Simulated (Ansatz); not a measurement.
Input file:

```
crystal:
  periodic: [false, false, false]
  atoms:
    - {symbol: C, position_ang: [0.494252, -0.682403, -0.051708]}
    - {symbol: Ge, position_ang: [0.517079, 0.939014, 0.892543]}
    - {symbol: Sn, position_ang: [-1.187829, -0.231482, -1.201278]}
    - {symbol: H, position_ang: [1.163575, -1.544289, 0.016364]}
    - {symbol: H, position_ang: [-0.931005, 1.418381, -0.046031]}
basis:
  gaussian:
    orbitals: def2-TZVPD
hamiltonian:
  xc: pbe0
output:
  forces: true
  orbitals: {seedname: orbitals}
total_charge: 0
```

Run with:

```sh
ansatz run input.yaml --threads 2 --pin off --max-ram 4350MiB --events-out events.jsonl --progress --plain --runs-dir runs
```

Geometry: B3LYP-D3(BJ)/def2-SVP; core potentials replace the inner electrons of Sn.

All numbers below come from isolated molecule in a Gaussian basis; Kohn-Sham density functional theory, functional PBE0 (Ansatz 0.2.0).

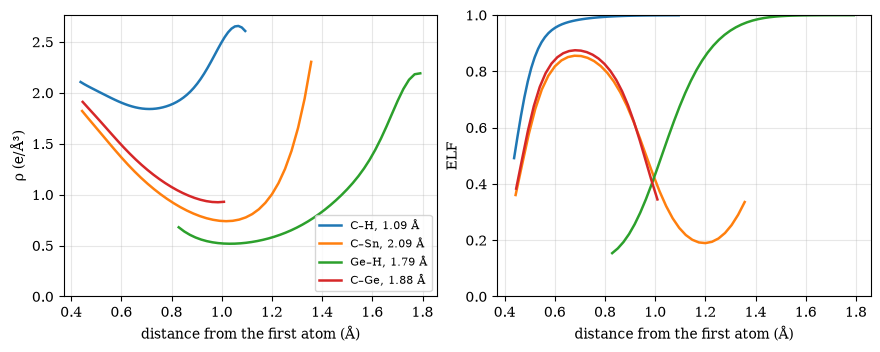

CH$_{2}$GeSn. Electron density and ELF along straight lines between neighbouring atoms. The curves leave out the atomic cores.

What can be read from the curves?

Answer. C–H (1.09 Å): the density is about 2 e/Å³ at the midpoint; the ELF climbs to about 1 towards the hydrogen, as it does in any bond to H: an ordinary covalent bond to hydrogen.
C–Sn (2.09 Å): the density is about 0.74 e/Å³ at the midpoint; the ELF peaks at about 0.85 in the valence shell of C, 0.7 Å from its nucleus, and drops to about 0.20 between the two atoms.
Ge–H (1.79 Å): the density is about 0.58 e/Å³ at the midpoint; the ELF climbs to about 1 towards the hydrogen.
C–Ge (1.88 Å): the density is about 0.94 e/Å³ at the midpoint; the ELF peaks at about 0.85 in the valence shell of C, 0.7 Å from its nucleus, and is about 0.55 at the midpoint.
